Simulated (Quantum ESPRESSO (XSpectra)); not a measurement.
# N K-edge X-ray absorption spectrum (XANES) of TaN (P-62m)

```cif
data_N3Ta3
_chemical_formula_sum 'Ta3 N3'
_space_group_name_H-M_alt 'P 1'
_space_group_IT_number 1
_cell_length_a 5.20850
_cell_length_b 5.20850
_cell_length_c 2.91475
_cell_angle_alpha 90.000
_cell_angle_beta 90.000
_cell_angle_gamma 120.000
loop_
_space_group_symop_operation_xyz
  'x, y, z'
loop_
_atom_site_label
_atom_site_type_symbol
_atom_site_fract_x
_atom_site_fract_y
_atom_site_fract_z
_atom_site_occupancy
Ta1 Ta 0.00000 0.00000 0.00000 1
Ta2 Ta 0.33333 0.66667 0.50000 1
Ta3 Ta 0.66667 0.33333 0.50000 1
N1 N 0.39239 0.00000 0.00000 1
N2 N 0.60761 0.60761 0.00000 1
N3 N 0.00000 0.39239 0.00000 1
```

Geometry: Materials Project entry mp-1279 (a computed structure). The cell is the entry's, not relaxed again.

Absorber: atom 4, N on Wyckoff site f (site symmetry m2m), with 1 Ta at 2.04 Å, 4 Ta at 2.17 Å.

All values are from Quantum ESPRESSO (XSpectra) (LDA, full core hole, dipole K-edge X-ray absorption, plane waves, Troullier-Martins potentials made with ld1.x and PseudoDojo potentials for the other elements (Perdew-Zunger form enforced), scalar-relativistic, no spin, constant broadening).

36-atom cell (absorber images 7.8 Å apart), 65 Ry, k meshes 4×4×4 (SCF) and 4×4×4 (spectrum), Lorentzian half width 0.5 eV. The ground-state test found no gap over 0.25 eV with this functional, so the cell is neutral with smeared occupations; energies count from the Fermi level. Field directions run: x; y; z, weighted by the site's symmetry in the crystal. Intensities are scaled to a mean of 1 over 0–35 eV.

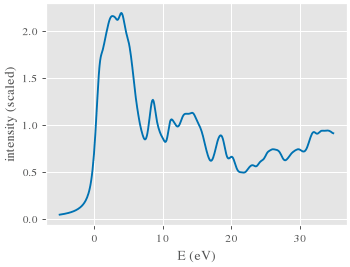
*The computed spectrum*

The absolute edge energy is not computed.
